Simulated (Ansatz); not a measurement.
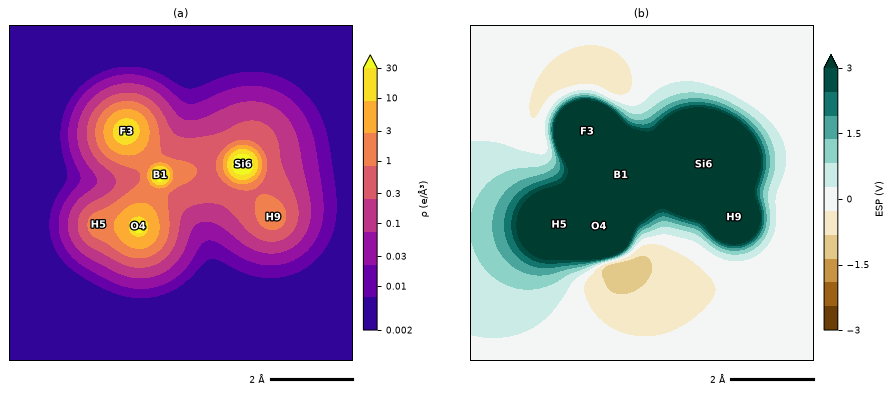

BFH₄OSi···H₂. (a) electron density; (b) electrostatic potential on the plane of atoms O4, B1 and Si6.

The calculation used Ansatz 0.2.0, RKS PBE-D4/6-31G*.

The calculation's input:

```
crystal:
  periodic: [false, false, false]
  atoms:
    - { symbol: B, position_ang: [-0.019275, 0.449757, -0.295968] }
    - { symbol: H, position_ang: [-0.567809, -0.050045, 1.98471] }
    - { symbol: F, position_ang: [1.07232, -0.283051, -0.61437] }
    - { symbol: O, position_ang: [-1.252509, -0.075568, -0.55727] }
    - { symbol: H, position_ang: [-1.167549, -0.970335, -0.953167] }
    - { symbol: Si, position_ang: [0.164928, 2.245399, 0.508846] }
    - { symbol: H, position_ang: [1.248627, 2.244182, 1.549175] }
    - { symbol: H, position_ang: [0.549359, 3.272728, -0.523295] }
    - { symbol: H, position_ang: [-1.109002, 2.702288, 1.155307] }
    - { symbol: H, position_ang: [-0.217789, 0.406245, 2.404333] }
basis:
  gaussian: { orbitals: "6-31G*" }
hamiltonian:
  xc: pbe
  dispersion: d4
relax:
  f_tol: 0.03
  max_steps: 50
output:
  orbitals: {}
```

Run with:

```sh
ansatz run input.yaml --threads 1 --pin off --max-ram 2048MiB --backend cpu --events-out ev --progress --plain --runs-dir out
```

The fields are those of the run's last geometry, not of the input's.

### Interpret the plot.

The section cuts through B, F, O, H and Si sites.
B–F (1.35 Å): ρ is about 2 e/Å³ halfway.
B–O (1.36 Å): ρ is about 2.1 e/Å³ halfway.
Si–B (2.03 Å): ρ is about 0.78 e/Å³ halfway.
O–H (0.98 Å): ρ is about 3.5 e/Å³ halfway.
Si–H (1.50 Å): ρ at the midpoint is about 0.75 e/Å³.
Outside the dense part of the complex the potential is most negative (−1.3 V) near O4.
